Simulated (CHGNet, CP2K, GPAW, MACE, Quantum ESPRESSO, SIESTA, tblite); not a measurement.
# Random packing of W67B25N7 (at. %) (67 atoms) in GPAW

Aim: run random packing of W67B25N7 (at. %) (67 atoms) in GPAW and see how near its forces come to a plane-wave reference, and at what cost.

Calculated with GPAW 26.7.0; the method is named at each step.

### Step 1. The structure

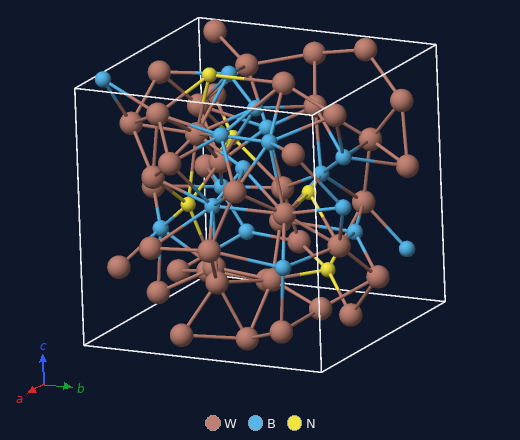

The starting structure, seen slightly off an axis (tungsten pink, boron blue, nitrogen yellow).

The cell holds 67 atoms: 45 W, 17 B and 5 N. Its edges and angles: a = 9.548 Å, b = 9.548 Å, c = 9.548 Å, α = 90.0°, β = 90.0°, γ = 90.0°. 67 atoms (45 W, 17 B, 5 N) packed at random in a cube at 16.3 g/cm³ and pushed apart as soft spheres; a start for melting by ab initio MD, not an equilibrated structure. Then every atom was moved at random, 0.05 Å r.m.s. a Cartesian component.

The yardstick, on the same geometry:

- method: Kohn-Sham DFT, PBE, SSSP efficiency 1.3.0 pseudopotentials, plane waves (Quantum ESPRESSO 7.5); sssp-pbe-1.3.0-efficiency, cutoffs 60/480 Ry, Γ point
- r.m.s. force component: 3.624 eV/Å
- longest force: 12.55 eV/Å
- pressure: 54.22 GPa
- time: 3.7 min on 4 MPI ranks of Arm Neoverse V1, shared host
- CPU time: 15 min

### Step 2. PBE, plane waves 600 eV

Method: Kohn-Sham DFT, PBE, PAW, plane waves.

The input, run.py:

```python
import numpy as np
from ase.io import read
from gpaw import GPAW, FermiDirac, PW
from ase.parallel import parprint as print

atoms = read("structure.xyz")
atoms.calc = GPAW(
    mode=PW(600),
    xc="PBE",
    kpts={"size": (1, 1, 1), "gamma": True},
    occupations=FermiDirac(0.05),
    maxiter=200,
    symmetry={"point_group": False},
    nbands=415,
    txt="gpaw.txt",
)
energy = atoms.get_potential_energy(force_consistent=True)
forces = atoms.get_forces()
print(f"energy {energy:.6f} eV")
print("forces (eV/A)")
for i, (a, f) in enumerate(zip(atoms, forces)):
    print(f"{i:4d} {a.symbol:2s} {f[0]:10.5f} {f[1]:10.5f} {f[2]:10.5f}")
stress = -atoms.get_stress(voigt=False) * 160.21766
print("stress (GPa, compression positive)")
for row in stress:
    print(" ".join(f"{x:10.4f}" for x in row))
print(f"Fermi level {atoms.calc.get_fermi_level():.4f} eV")
for k in range(len(atoms.calc.get_ibz_k_points())):
    for s in range(atoms.calc.get_number_of_spins()):
        e = atoms.calc.get_eigenvalues(kpt=k, spin=s)
        n = np.searchsorted(e, atoms.calc.get_fermi_level())
        print(f"k {k} spin {s} levels about the Fermi level:", np.round(e[max(n - 6, 0):n], 4).tolist(), "|", np.round(e[n:n + 6], 4).tolist())
```

The input, structure.xyz:

```xyz
67
Lattice="9.54790 0.00000 0.00000 0.00000 9.54790 0.00000 0.00000 0.00000 9.54790" Properties=species:S:1:pos:R:3 pbc="T T T"
W 9.18451 5.00176 3.93125
W 5.65408 3.29679 2.16900
W 6.93340 6.88442 4.87869
W 9.20389 2.65107 3.79615
W 0.94047 4.23812 1.93355
W 5.20513 6.11514 9.18136
W 8.75313 5.88265 6.09748
W 5.65952 5.62381 1.95636
W 0.63236 4.96806 8.91211
W 3.79997 2.04411 1.40325
W 4.15897 0.15993 4.44350
W 0.48341 0.90390 9.26509
W 2.97484 1.46417 7.26901
W 2.45295 5.88628 7.55115
W 5.70239 2.79582 7.09361
W 4.06387 5.19816 3.67145
W 6.17052 7.80063 1.25354
W 4.48971 0.74034 8.83668
W 2.00496 4.22285 4.21425
W 4.43414 9.23559 2.10512
W 0.05041 0.56161 6.74282
W 8.51023 8.16785 7.65885
W 1.07481 6.97321 3.72807
W 9.26910 3.57187 7.04902
W 7.66095 4.45515 2.27775
W 8.52274 7.44135 1.00282
W 5.22490 8.14732 8.21501
W 7.43476 5.47954 0.24099
W 3.67155 4.35050 1.25956
W 1.17172 7.38922 6.12364
W 2.57889 0.19898 0.87029
W 6.46479 0.58156 7.46025
W 0.92185 7.19215 9.36687
W 2.20509 9.39762 5.62238
W 3.66086 7.67594 0.31680
W 8.81023 3.56251 0.54939
W 5.97135 1.17344 1.10966
W 6.12106 8.61240 3.65904
W 7.84112 2.11954 6.00162
W 0.39194 0.29455 4.17597
W 8.00887 0.70397 2.55798
W 1.58342 2.72927 8.49954
W 1.58772 8.93082 7.84236
W 7.74459 2.35022 8.33875
W 3.95569 2.78512 5.58142
B 6.16107 4.87583 6.15486
B 2.18781 3.77113 6.45343
B 5.90776 1.32945 3.48842
B 7.25831 9.43762 5.48317
B 0.77519 8.49782 2.06034
B 8.42955 7.55182 3.36363
B 3.09629 6.37809 5.27378
B 4.22256 4.41638 7.80398
B 0.45696 1.87998 1.92151
B 6.95402 6.38334 7.49949
B 3.27035 7.74669 3.29851
[... 7 atom lines left out ...]
N 6.15228 2.59865 4.57650
N 2.13558 6.00267 1.40010
N 1.43639 1.97603 5.69866
N 4.71762 6.73538 5.05934
```

Started as:

```
$ OMP_NUM_THREADS=1 python run.py > output.txt
```

Log:

```text
energy -553.702634 eV
forces (eV/A)
   0 W    -1.70467    4.63932    2.26014
   1 W     2.11100   -4.54950    6.23623
   2 W    -0.20618   -4.70678    3.66211
   3 W     1.31523   -2.19755    0.96375
   4 W     6.45126    1.39535    0.17455
   5 W    -1.53490   -9.20833   -5.43450
   6 W    -0.72414    1.04240    4.85007
   7 W    -2.35126    6.68547    4.56454
   8 W     0.38798    1.16262   -1.62025
   9 W    -5.80477    3.26993    3.25297
  10 W    -0.58037    2.60921    2.60758
  11 W    -7.59737   -2.02877    6.61475
  12 W     2.10718    1.13065   -3.20937
  13 W     4.62072   -0.88273   -0.07896
  14 W    -3.54619    5.29728    2.65513
  15 W     1.21097    2.25572    3.12448
  16 W     4.31826    4.70314   -1.44439
  17 W    -1.91815    1.07985    2.50369
  18 W     0.99262   -1.14192    4.39300
  19 W    -3.76414   -2.60694    1.86771
  20 W    -5.81791    6.13399   -2.64293
  21 W    -3.80206   -3.28689    1.91052
  22 W     3.91330    2.42766   -4.60716
  23 W     5.60394    4.77351   -3.78323
[...]
59 B     1.76289   -1.29705    0.14188
  60 B    -0.32443   -1.64288    0.44549
  61 B    -0.30887    0.95473   -1.26260
  62 N     0.11755   -0.71061    1.09006
  63 N    -1.55036   -1.60129   -1.29524
  64 N    -0.92354   -0.14202   -1.01666
  65 N     0.22864   -0.48117   -1.79044
  66 N    -2.19452    0.23496    0.98862
stress (GPa, compression positive)
   56.8275     0.0049     2.1364
    0.0049    52.7946    -0.8608
    2.1364    -0.8608    45.7747
Fermi level 13.4183 eV
k 0 spin 0 levels about the Fermi level: [13.123, 13.2062, 13.2347, 13.3289, 13.3734, 13.3823] | [13.4468, 13.4768, 13.5376, 13.559, 13.5836, 13.6132]
```

gpaw.txt:

```text
Input parameters:
  mode=PW(ecut=600.0),
  kpts=MonkhorstPack(size=(1, 1, 1), gamma=True),
  maxiter=200,
  nbands=415,
  occupations=Occupations(name='fermi-dirac', width=0.05, fixmagmom=False),
  symmetry=Symmetry(point_group=False),
  xc=XC(name='PBE')
Diagonalizing LCAO Hamiltonian
Converting LCAO to pw mode
       .----------------------.
      /|                      |
     / |W                     |
    /  |  W      W W       W  |
   /  W|         N            |
  /    |   WB BB     BB B     |
 * W   WW   W       BW        |
 |     |    B   WN B      W   |
 |     | W       W   WW       |
 W     |W   W B      WB   B   |
 |    N|W     W  W        W   |
 |     |         N            |
 |     .B-NW------W--WW--WW---.
 |W   W        WBW           /
 | B /       W       WW     /
 |  /      W            W  /
 | /            W         /
 |/    W                 /
 *----------------------*
Unit cell  # Å
| periodic |        x |        y |        z |  lengths |    angles |
[... lines left out ...]
  Converge bands: occupied
[... lines left out ...]
  Fermi-Dirac:
[... lines left out ...]
convergence criteria:
- Maximum [total energy] change in last 3 cyles: 0.0005 eV / valence electron
[... lines left out ...]
- Maximum integral of absolute [eigenst]ate change: 4e-08 eV^2 / valence electron
maximum number of iterations: 200
SCF iterations
|iter     |      energy | eigst |  dens |
|---------|-------------|-------|-------|
|iter:   1| -573.466561 | +0.19 |       |
|iter:   2| -566.439598 | -1.22 | -1.15 |
|iter:   3| -580.318702 | -0.47 | -1.21 |
|iter:   4| -561.474755 | -0.39 | -1.20 |
[...]
|iter:   8| -554.158952 | -1.89 | -1.96 |
|iter:   9| -553.851406c| -2.00 | -1.99 |
|iter:  10| -553.545064 | -2.45 | -2.12 |
|iter:  11| -553.568211c| -2.85 | -2.47 |
|iter:  12| -553.549410c| -2.93 | -2.51 |
[...]
|iter:  20| -553.507800c| -5.79 | -3.92 |
|iter:  21| -553.507766c| -5.88 | -3.91 |
|iter:  22| -553.507737c| -6.47 | -4.11c|
|iter:  23| -553.507825c| -6.68 | -4.43c|
|iter:  24| -553.507769c| -6.94 | -4.38c|
|iter:  25| -553.507761c| -7.62c| -4.77c|
Converged in 25 steps
SCF loop duration: 546.523 s (21.861 s/step)
Energy contributions relative to reference atoms: (reference = -19763515.154642)
Energy contributions:
  Kinetic:        1721.486074
  Coulomb:       -1518.922856
  Zero:             -2.486618
  External:          0.000000
  Xc:             -753.389489
  Entropy:          -0.389745
  Spinorbit:         0.000000
  ----------------------------
  Free energy:    -553.702634
  Extrapolated:   -553.507761
dipole moment: (-15.598020, -66.172820, 51.015271)  # |e|*Ang
Fermi level: 13.418
Eigenvalues  # (at kpt = [0.000, 0.000, 0.000])
| band index |      eig [eV] | occ [0-2] |
|------------|---------------|-----------|
|          0 |       -60.640 |     2.000 |
|        ... |               |           |
|        345 |        13.049 |     1.999 |
|        346 |        13.092 |     1.997 |
[...]
|        ... |               |           |
[...]
Gap: 0.064 eV
Transition (v -> c):
  (s=0, k=0, n=352, [0.00, 0.00, 0.00]) -> (s=0, k=0, n=353, [0.00, 0.00, 0.00])
No difference between direct/indirect transitions
Force computation time: 7.386  # s
Stress tensor  # eV/Ang^3
|         x |         y |         z |
|-----------|-----------|-----------|
[...]
| -0.000030 | -0.329518 |  0.005373 |
| -0.013335 |  0.005373 | -0.285703 |
Stress computation time: 40.605  # s
timing:  # [seconds]
  Total:  667.992  # ━━━━━━━━━━━━━━━━━━━━━━━━━━━━━━━━━━━━━━━━━━━━━━━━━━━━━━━━
  Init:    73.457  # ━━━━━━
  SCF:    546.523  # ━━━━━━━━━━━━━━━━━━━━━━━━━━━━━━━━━━━━━━━━━━━━━━
  Forces:   7.386  # ╸
  Stress:  40.605  # ━━━╸
```

The job ended after 11 min (1 thread of Arm Neoverse V1, shared host; peak memory 1.2 GiB).

Banners, paths, timers and routine set-up lines are dropped from the logs unmarked, and long logs keep their key lines alone; longer cuts are marked.

Against the reference:

```yaml
r_m_s_force_component: 3.559 eV/Å
r_m_s_difference_of_force_components: 70.43 meV/Å
longest_difference_of_force_vectors: 253.4 meV/Å
force_difference_over_r_m_s_force: 1.943 %
slope_of_forces_against_the_reference_s: 0.9821
correlation_of_force_components: 1
spacing_of_highest_filled_and_lowest_empty_level: 0.0645 eV
pressure: 51.8 GPa
pressure_difference: -2.422 GPa
```

Length of the force difference by element (eV/Å):

```csv
element,atoms,mean,most
B,17,0.027,0.060
N,5,0.04,0.051
W,45,0.14,0.25
```

Levels nearest the highest filled one (eV from it): -0.26, -0.18, -0.15, -0.05, -0.01, 0.00, 0.06, 0.09, 0.16, 0.18, 0.20, 0.23.

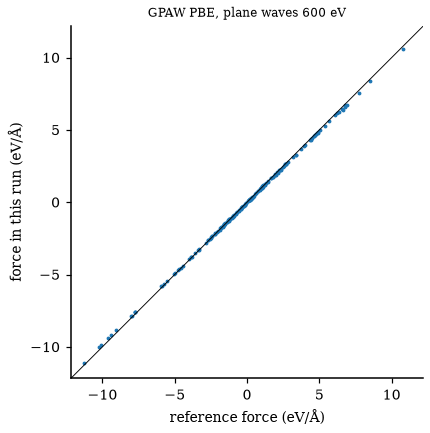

Force components against those of the reference; the line marks equality.

A closer look about W43, which bears the longest force: 9 atoms, nearest first, numbered in the order of the input, with positions taken from that point.

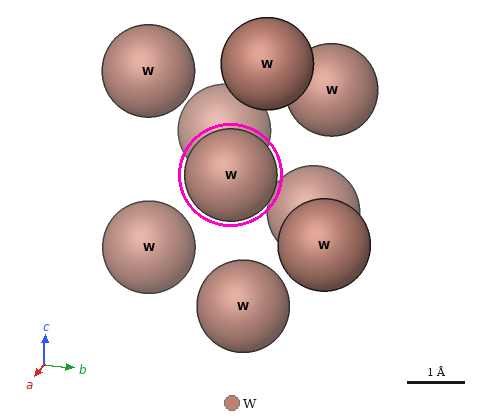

The atoms of the table, within 2.9 Å (arrows a, b, c point along x, y, z); some may hide others; the central atom is ringed.

```csv
atom,x,y,z,distance (Å),Fx,Fy,Fz (eV/Å)
W43,0.00,0.00,0.00,0.00,8.38,-4.93,7.58
W21,-1.54,1.18,-1.10,2.23,-5.82,6.13,-2.64
W30,-0.42,-1.54,-1.72,2.35,-1.72,-4.38,-1.54
W34,0.62,0.47,-2.22,2.35,4.41,-0.02,-5.66
W12,-1.10,1.52,1.42,2.36,-7.60,-2.03,6.61
W33,-0.67,-1.74,1.52,2.41,5.00,2.65,2.30
W13,1.39,2.08,-0.57,2.57,2.11,1.13,-3.21
W22,-2.63,-0.76,-0.18,2.74,-3.80,-3.29,1.91
W31,0.99,0.82,2.58,2.88,-10.03,-1.80,0.14
```

Atoms are counted from 1 here, from 0 in the log.

Forces lie 1.9 % from the reference's, at 0.75 times its CPU time (on 1 against 4 cores).

The difference per atom is largest on W (0.14 eV/Å on average, against 0.04 on N).

Further runs of this program without a result: GPAW PBE, LCAO dzp, h 0.18 Å (cut off at its time limit); GPAW revPBE, LCAO dzp, h 0.18 Å (cut off at its time limit); GPAW PBE, LCAO dzp, h 0.15 Å (cut off at its time limit); GPAW PBE, LCAO sz(dzp), h 0.18 Å (cut off at its time limit).

### Step 3. Results

```json
{
 "force difference from the reference": "GPAW PBE, plane waves 600 eV, 1.9 %",
 "its CPU time": "11 min"
}
```

In words: PBE on plane waves or a grid with other potentials, cutoffs or grids differs from the reference by 1.9 % (GPAW PBE, plane waves 600 eV) of the r.m.s. force; this holds the reference's own error, so differences of a few per cent don't tell which side is nearer the exact PBE result. In pressure, GPAW PBE, plane waves 600 eV misses by -2.4 GPa, at the same functional. The reference's pressure holds the uncorrected Pulay stress of its 60 Ry basis, so small pressure differences, and their order, may be the reference's own error. The reference's stress is far from hydrostatic: its diagonal is 59.3, 55.3, 48.1 GPa, compression counted positive. The reference's pressure of 54 GPa says that the cell would expand at this level of theory. The runs have no spin polarisation, so any moments at edges, vacancies or dangling bonds can't form. The electronic-structure runs sample only Γ, in a cell whose shortest periodic width is 10 Å, which is coarse for a cell with partly filled levels. Spin–orbit coupling is left out, which matters for the levels of the heavy elements.

[Also dropped from logs without a mark: logging warnings of Python, and SIESTA's first energy breakdown and zero terms.]

[Logs are printed without paths, hosts, clocks, repeated set-up lines and the standing remarks that a program may print on its own settings, such as how far it seeks lower states.]

[Hosts, paths, dates, database ids (printed as entryN), source tags and the programs' standing remarks are cut or masked in the printed files.]
